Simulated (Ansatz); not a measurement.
La₂InCu₂ (space group P4/mbm)

```
La2InCu2
1.0
    7.70412     0.00000     0.00000
    0.00000     7.70412     0.00000
    0.00000     0.00000     3.91475
La In Cu
4 2 4
Direct
  0.17745   0.67745   0.50000
  0.82255   0.32255   0.50000
  0.32255   0.17745   0.50000
  0.67745   0.82255   0.50000
  0.50000   0.50000   0.00000
  0.00000   0.00000   0.00000
  0.88284   0.61716   0.00000
  0.11716   0.38284   0.00000
  0.38284   0.88284   0.00000
  0.61716   0.11716   0.00000
```

This relaxed cell (volume V₀) is scaled evenly in all directions, its shape held. The atoms relax within the cell's symmetry.

All values below come from PBEsol (plane waves to 420 eV, PAW, scalar-relativistic; Ansatz, a first-principles code). k mesh 6×6×12 (Γ-centred), Fermi-Dirac smearing 0.05 eV. Energies are smeared free energies. With the shape held, the modulus is that of even scaling; a crystal free to change shape is softer. La2InCu2 is run without spin polarisation. La2InCu2 was relaxed with its symmetry unable to fall. The zero of ΔE is the relaxed starting cell.

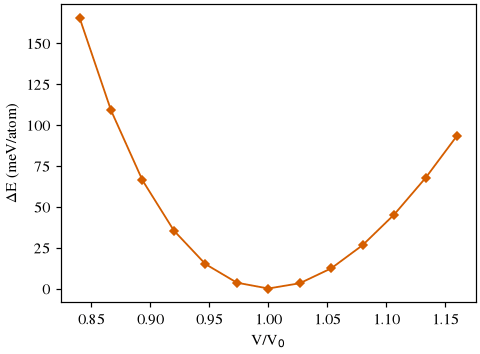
Figure. ΔE (meV/atom) against V/V₀; markers are the computed points, lines only join them.

Q: What is ΔE at V/V₀ = 1.160?

A: About 93 meV/atom.

Q: What is ΔE at V/V₀ = 0.840?

A: About 170 meV/atom.

Q: What bulk modulus at fixed cell shape B₀ follows from a third-order Birch-Murnaghan fit?

A: About 66 GPa.

(A scan under strain: stresses follow from slopes of the energy per volume, elastic moduli from its curvatures.)
